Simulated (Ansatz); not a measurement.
Consider CH$_{8}$AlNSi.

The calculation's input:

```
crystal:
  periodic: [false, false, false]
  atoms:
    - { symbol: C, position_ang: [-1.5145, 1.2561, -0.7109] }
    - { symbol: Al, position_ang: [-0.7661, 0.3909, 0.8564] }
    - { symbol: Si, position_ang: [1.385, -0.4951, 0.6941] }
    - { symbol: "N", position_ang: [1.5524, -1.7064, -0.6023] }
    - { symbol: H, position_ang: [-1.6076, 0.5808, -1.589] }
    - { symbol: H, position_ang: [-0.9357, 2.1871, -1.0062] }
    - { symbol: H, position_ang: [-2.18036, 0.95295, 1.09214] }
    - { symbol: H, position_ang: [-1.5575, 0.2737, 2.2053] }
    - { symbol: H, position_ang: [1.783, -1.1101, 2.0284] }
    - { symbol: H, position_ang: [2.3678, 0.5882, 0.4324] }
    - { symbol: H, position_ang: [1.1528, -1.2392, -1.4513] }
    - { symbol: H, position_ang: [0.7771, -2.4304, -0.3551] }
basis:
  gaussian: { orbitals: cc-pVDZ }
hamiltonian:
  xc: hf
relax:
  f_tol: 0.02
  max_steps: 50
output:
  orbitals: {}
```

Run with:

```sh
ansatz run input.yaml --threads 2 --pin off --max-ram 3072MiB --backend cpu --events-out ev --progress --plain --runs-dir out
```

The fields are those of the run's last geometry, not of the input's.

Computed with RHF/cc-pVDZ (Ansatz).

### Predict the electron density and electron localisation function between the atoms.

Si–N (1.77 Å): ρ is about 1 e/Å³ halfway; the ELF peaks at about 0.90 between the atoms (a shared but strongly polarised pair).
C–Al (1.99 Å): the density is about 0.69 e/Å³ at the midpoint; the ELF peaks at about 0.95 between the atoms (a polar covalent bond).
Al–Si (2.51 Å): the density is about 0.52 e/Å³ at the midpoint; the ELF peaks at about 1 between the atoms (a covalent bond).
C–H (1.09 Å): ρ at the midpoint is about 1.9 e/Å³; the ELF climbs to about 1 towards the hydrogen, as it does in any bond to H; an ordinary covalent bond to hydrogen.

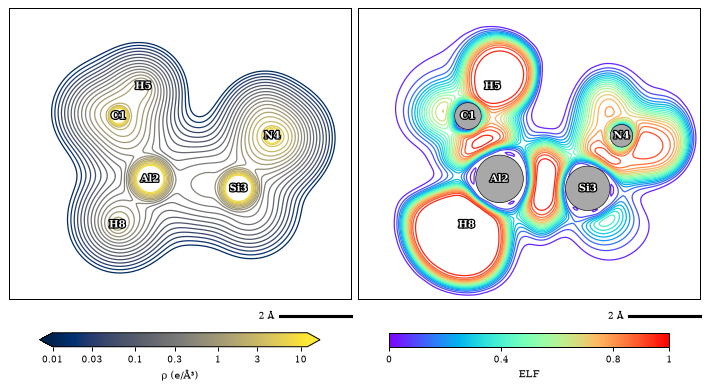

Computed electron density and electron localisation function on the plane of atoms C1, Al2 and H8, in this order. Grey discs cover the atomic cores in the ELF map. 
